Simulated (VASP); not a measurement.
Band structure of SnTe (rock salt). These are r2SCAN+rVV10, VASP's PBE PAW potentials (set 64) (plane waves; VASP) values and carry that method's errors.

Unless said otherwise, spin-orbit coupling is left out, though it shifts the bands of the heavy elements here.

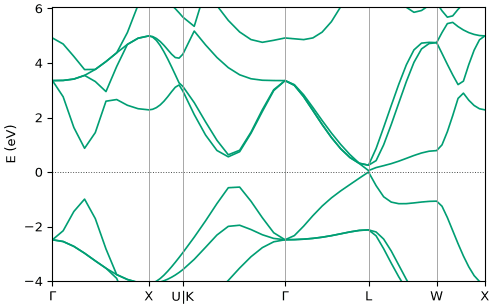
Figure: Bands along high-symmetry lines, zero at the valence-band maximum or, without a gap, the Fermi level

**Question.** Read the plot: is there a gap, and where are the band edges?

**Answer.** The gap is direct, 0.05 eV, from the valence maximum at L to the conduction minimum at L.

The compound is SnTe in the rock salt structure, which distorts at low temperature. It was relaxed first.
